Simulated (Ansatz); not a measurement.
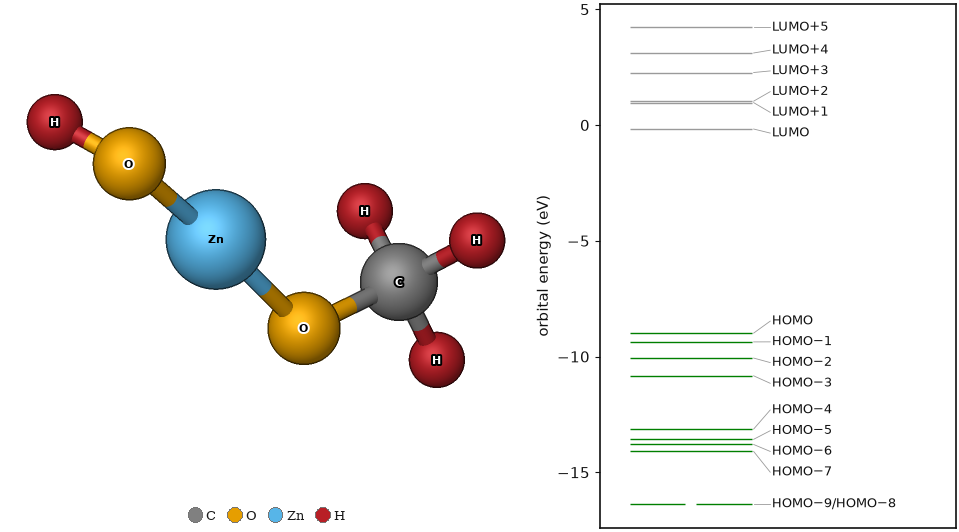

CH₄O₂Zn, SMILES C[O][Zn][OH], singlet. Kohn-Sham orbital energies near the frontier, CAM-B3LYP/def2-TZVPP with the Ansatz code, at a PBE0-D4/def2-TZVP geometry (a minimum by its frequencies), isolated molecule; empty levels in grey, levels within 0.03 eV side by side.

Where do the frontier orbitals lie?

HOMO at −8.99 eV, LUMO at −0.17 eV, 8.81 eV apart.

How far below the HOMO does the next level lie?

0.38 eV.

Known limits of this run: no scalar relativity up to krypton; one conformer of a flexible molecule; empty levels above zero depend strongly on the basis.
